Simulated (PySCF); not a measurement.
**GeH2F (SMILES [F][GeH2]): U-wB97X-V/STO-3G**

Aim: the energy change on altering one bond length of GeH2F at U-wB97X-V/STO-3G, from 2 runs. The job is set up through a Python script.

Program for the calculation: PySCF 2.14.0.

8 further runs of the same task are left out: 2 that didn't finish, 6 set aside as unsound or not needed.

## (1) The molecule

The species is GeH2F (4 atoms), meant as a doublet with charge 0. As SMILES, `[F][GeH2]`. The coordinates come from a PBE0-D4/def2-TZVP relaxation.

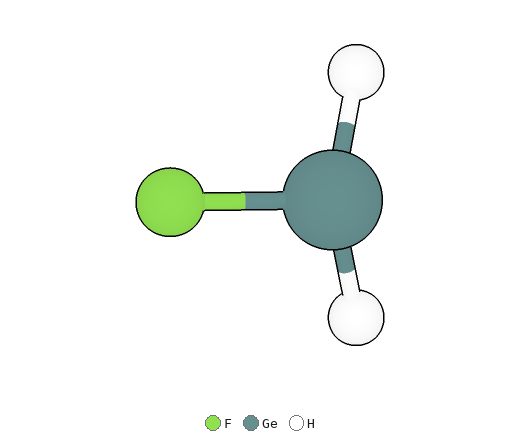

Viewed from a chosen angle; fluorine green, germanium teal, hydrogen white.

## (2) The energy at U-wB97X-V/STO-3G

start.xyz

```xyz
4
FGeH2
F      0.138200    -0.585400     1.442000
Ge     0.305700    -0.223200    -0.257100
H     -1.078800    -0.527800    -0.882000
H      0.690400     1.276000    -0.323100
```

job.py

```python
from pyscf import gto, dft

mol = gto.M(
    atom='start.xyz',
    spin=1,
    basis='sto-3g',
    verbose=3,
    max_memory=1860,
)

calc0 = dft.UKS(mol, xc='wb97x-v')
calc0.grids.level = 5
calc0.conv_tol = 1e-10
calc0.nlcgrids.level = 1
calc0.kernel()
if not calc0.converged:
    calc0 = calc0.newton().run(calc0.mo_coeff, calc0.mo_occ)

etot = calc0.e_tot
print('Final energy', etot)
```

The run is started by

```console
$ OMP_NUM_THREADS=1 python job.py
```

The program printed:

```text
converged SCF energy = -2152.40426290202  <S^2> = 0.75146516  2S+1 = 2.0014646
Final energy -2152.4042629020164
```

It took 37 s on 1 thread of AMD EPYC 7R43 (Zen 3), shared host; peak memory 0.21 GiB.

## (3) The distorted shape

input.py

```python
from pyscf import gto, dft

molecule = gto.Mole()
molecule.atom = '''
F    0.054450  -0.766500   2.291551
Ge   0.305700  -0.223200  -0.257100
H   -1.078800  -0.527800  -0.882000
H    0.690400   1.276000  -0.323100
'''
molecule.verbose = 3
molecule.basis = 'sto-3g'
molecule.spin = 1
molecule.charge = 0
molecule.max_memory = 1860
molecule.build()

myscf = dft.UKS(molecule)
myscf.xc = 'wb97x-v'
myscf.grids.level = 5
myscf.conv_tol = 1e-10
myscf.nlcgrids.level = 1
myscf.kernel()
if not myscf.converged:
    myscf = myscf.newton().run(myscf.mo_coeff, myscf.mo_occ)

e_tot = myscf.e_tot
print('Final energy', e_tot)
```

The run is started by

```console
$ OMP_NUM_THREADS=1 python input.py
```

The program printed:

```text
WARN: HOMO -0.416853347178061 >= LUMO -0.416853347178057

converged SCF energy = -2152.26012666644  <S^2> = 1.0468554  2S+1 = 2.2775912
Final energy -2152.2601266664387
```

It took 60 s on 1 thread of AMD EPYC 7R43 (Zen 3), shared host; peak memory 0.22 GiB.

## (4) Summary of results

At U-wB97X-V/STO-3G:

| quantity | value |
| --- | --- |
| first shape: total energy | -2152.40426 Eh |
| first shape: dipole moment | 0.49 D |
| first shape: HOMO energy (highest over α and β) | -5.58 eV |
| first shape: LUMO energy (lowest over α and β) | 2.68 eV |
| first shape: ⟨S²⟩ | 0.751 |
| distorted shape: total energy | -2152.26013 Eh |
| distorted shape: dipole moment | 1.30 D |
| distorted shape: HOMO energy (highest over α and β) | -6.05 eV |
| distorted shape: LUMO energy (lowest over α and β) | 2.21 eV |
| distorted shape: ⟨S²⟩ | 1.047 |
| energy change with the F1–Ge2 bond stretched from 1.745 to 2.618 Å | 3.922 eV |

What this shows: With the F1–Ge2 bond stretched from 1.745 to 2.618 Å the energy rises by 3.92 eV (378 kJ/mol). The first shape isn't relaxed at this level, so the change isn't measured from a minimum. The minimal basis adds a large error of its own. Mulliken charges (first shape) run from -0.18 on F1 to +0.39 on Ge2; they depend strongly on the basis. ⟨S²⟩ (distorted shape) is 1.05 where a pure doublet has 0.75: the reference is spin-contaminated. Mulliken charges (distorted shape) run from -0.11 on H3 to +0.29 on Ge2; they depend strongly on the basis.
